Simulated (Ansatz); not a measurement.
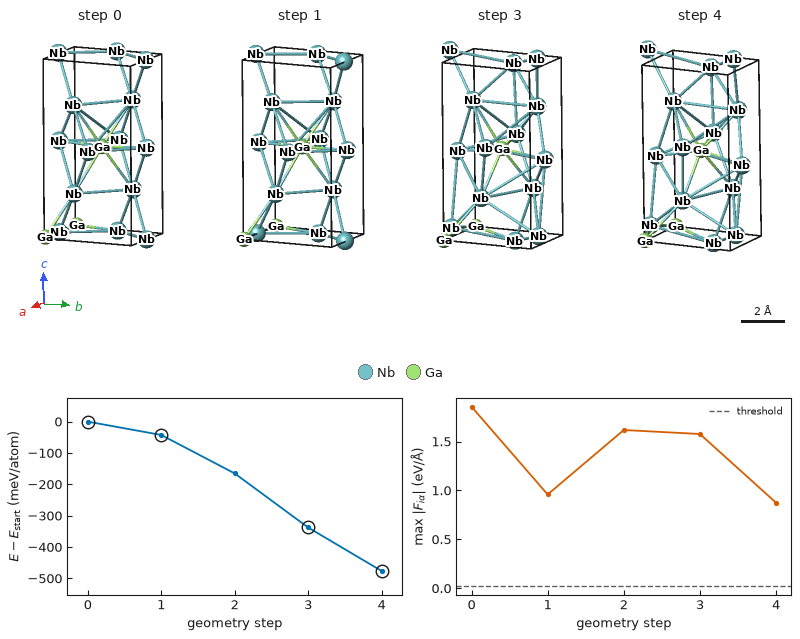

Frames of a relaxation of crystalline Nb₄Ga (a generated structure, set up in P1) (coarse preliminary run), marked on the history of the run. The picture is a ball-and-stick view of the cell of the calculation, reduced to other axes, seen slightly off an axis. Lengths and directions refer to the drawn axes.

Level of theory: DFT PBE, scalar-relativistic, plane waves, PAW (Ansatz 0.2.0).

The input:
```yaml
crystal:
  lattice:
    - [2.9477083563, -2.9076177928, 2.9455696159]
    - [2.8888776811, 2.8630135529, -2.9313431806]
    - [-0.0303778046, 5.9524423276, 6.0587237784]
  atoms:
    - { symbol: Nb, position: [-0.0048793208, 0.4984206336, 1.000855461] }
    - { symbol: Nb, position: [0.5101196797, 1.0009848606, 0.5028735544] }
    - { symbol: Nb, position: [0.4918300173, -0.0199903908, -0.0039850704] }
    - { symbol: Nb, position: [0.9975961838, 0.5010665346, 0.5115054915] }
    - { symbol: Nb, position: [0.7491052299, 0.7622435386, 0.2520380516] }
    - { symbol: Nb, position: [0.2491088078, 0.2586858272, 0.7354981971] }
    - { symbol: Nb, position: [0.2565905251, 0.2430750982, 0.2437798088] }
    - { symbol: Nb, position: [0.7483959971, 0.75540141, 0.7525115822] }
    - { symbol: Ga, position: [1.0131164114, 1.0013365503, 0.0077249486] }
    - { symbol: Ga, position: [0.4890164687, 0.4987759377, 0.497197975] }
basis:
  ecutwfc: 420
kpoints:
  mp_grid: { grid: [4, 4, 4] }
hamiltonian:
  xc: pbe
scf:
  occupations: { method: gaussian, width: 0.2 }
  lower_state_search: "off"
output:
  forces: true
  stress: true
  eigenvalues: true
relax:
  adjacent_minimum: "off"
  f_tol: 0.025
  max_steps: 60
  cell: { stress_tol: 0.25 }
```

Command:
```bash
ansatz run input.yaml --threads 1 --pin off --max-ram 2048MiB --backend cpu --events-out ev --progress --plain --runs-dir out
```

> What happens along the run?

The run was cut off at its time limit before the relaxation converged, so the last structure is only a point on the way. Over 4 geometry steps the energy falls by 476 meV per atom. Largest force component: 1.9 eV/Å at the start, 0.87 eV/Å at the end. The pressure goes from 2.89 to −1.84 GPa. The largest move relative to the cell is that of Nb3, 0.60 Å roughly along [1 0 −1]. By element the largest moves are Nb 0.60 Å, Ga 0.05 Å. The volume changes by −3.8 %, with a 5.014 → 5.012 Å (0.0 %), b 5.081 → 5.022 Å (−1.2 %), c 8.494 → 8.301 Å (−2.3 %), α 89.4° → 92.2°, β 88.9° → 91.8°, γ 70.6° → 70.1°. Some distances before and after: Nb1–Nb7 4.091 → 3.001 Å, Nb3–Nb6 4.036 → 3.006 Å, Nb2–Nb3 4.191 → 3.162 Å, Nb1–Nb4 4.337 → 3.321 Å. New bonds form: Nb1–Nb7 (4.09 → 3.00 Å), Nb2–Nb3 (4.19 → 3.16 Å), Nb2–Nb8 (4.21 → 3.28 Å), Nb3–Nb6 (4.04 → 3.01 Å). The space group stays P1 (No. 1). From step 0 to 1: Nb6 moves most (0.19 Å), volume +1.9 %, energy −42.5 meV per atom. From step 1 to 3: Nb atoms move most (0.39 Å), volume −2.4 %, energy −295 meV per atom. From step 3 to 4: Nb4 moves most (0.19 Å), volume −3.3 %, energy −139 meV per atom.

```
step  E − E(0), meV/atom  largest force component, eV/Å  pressure, GPa  volume, Å³/atom
   0                0.00                         1.8556           2.89           20.411
   1              -42.46                         0.9587          -0.30           20.798
   2             -165.00                         1.6175          -2.20           20.763
   3             -337.50                         1.5767          -2.88           20.296
   4             -476.09                         0.8748          -1.84           19.634
```
